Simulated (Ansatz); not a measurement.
Consider BFGeH$_{4}$ (SMILES [BH2][GeH2][F]).

Input

```
crystal:
  periodic: [false, false, false]
  atoms:
    - { symbol: B, position_ang: [-0.9191, 0.195, -0.6957] }
    - { symbol: Ge, position_ang: [0.6336, -0.127, 0.4594] }
    - { symbol: F, position_ang: [0.6722, -1.8347, 0.8301] }
    - { symbol: H, position_ang: [-1.6084, -0.6356, -1.0247] }
    - { symbol: H, position_ang: [-1.1892, 1.332, -1.0946] }
    - { symbol: H, position_ang: [0.5179, 0.7114, 1.7691] }
    - { symbol: H, position_ang: [1.9542, 0.2909, -0.2894] }
basis:
  gaussian: { orbitals: def2-SVP }
hamiltonian:
  xc: pbe0
relax:
  f_tol: 0.02
  max_steps: 40
scf:
  lower_state_search: "off"
output:
  orbitals: {}
```

Launched as:

```sh
ansatz run input.yaml --threads 1 --pin off --max-ram 2048MiB --backend cpu --events-out ev --progress --plain --runs-dir out
```

The fields are those of the run's last geometry, not of the input's.

Theory: RKS PBE0/def2-SVP in Ansatz.

Question: Predict the electron density and electron localisation function between the atoms.

Answer: Ge–F (1.75 Å): ρ at the midpoint is about 0.87 e/Å³; the ELF peaks at about 0.85 in the valence shell of F, 0.6 Å from its nucleus, and is about 0.20 at the midpoint.
Ge–B (2.05 Å): the density is about 0.8 e/Å³ at the midpoint; the ELF peaks at about 0.95 between the atoms (localised, covalent bonding).
B–H (1.21 Å): the density is about 1.2 e/Å³ at the midpoint; the ELF climbs to about 1 towards the hydrogen, as it does in any bond to H (a covalent bond by its length).

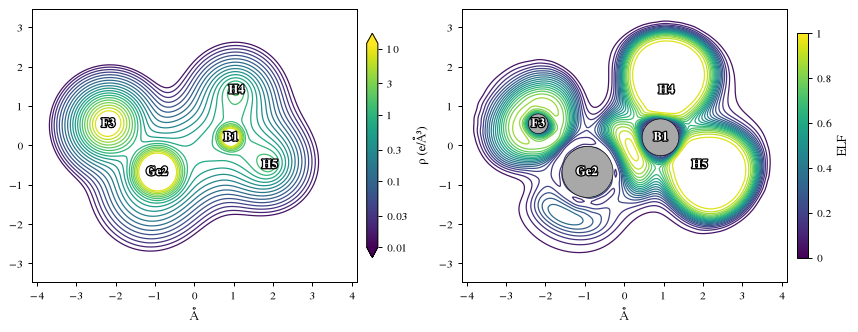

Computed electron density and electron localisation function on the plane of atoms B1, Ge2 and F3, in this order. Grey discs cover the atomic cores in the ELF map. 
